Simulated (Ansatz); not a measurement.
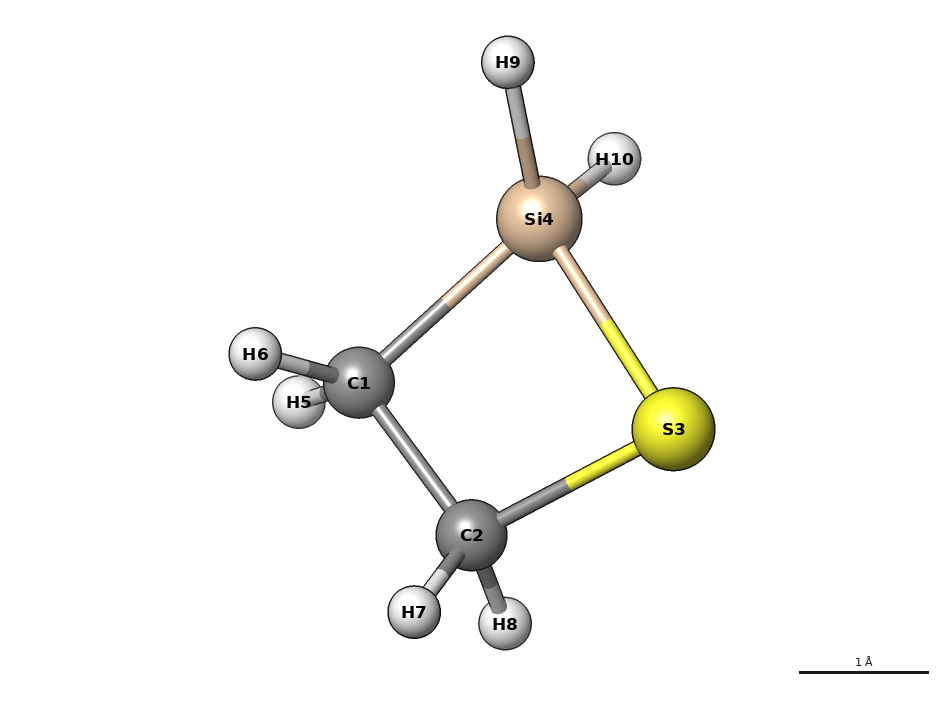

The atoms are numbered. Computed geometry: PBE-D4/def2-SVP optimisation. No frequency run is at hand to confirm it as a minimum.

Which atoms are bonded, and how long are the bonds?

```json
{"bond": "C1–C2", "length (Å)": "1.552", "order": "single"}
{"bond": "C1–Si4", "length (Å)": "1.903", "order": "single"}
{"bond": "C1–H5", "length (Å)": "1.108", "order": "single"}
{"bond": "C1–H6", "length (Å)": "1.109", "order": "single"}
{"bond": "C2–S3", "length (Å)": "1.882", "order": "single"}
{"bond": "C2–H7", "length (Å)": "1.109", "order": "single"}
{"bond": "C2–H8", "length (Å)": "1.109", "order": "single"}
{"bond": "S3–Si4", "length (Å)": "2.170", "order": "single"}
{"bond": "Si4–H9", "length (Å)": "1.507", "order": "single"}
{"bond": "Si4–H10", "length (Å)": "1.508", "order": "single"}
```
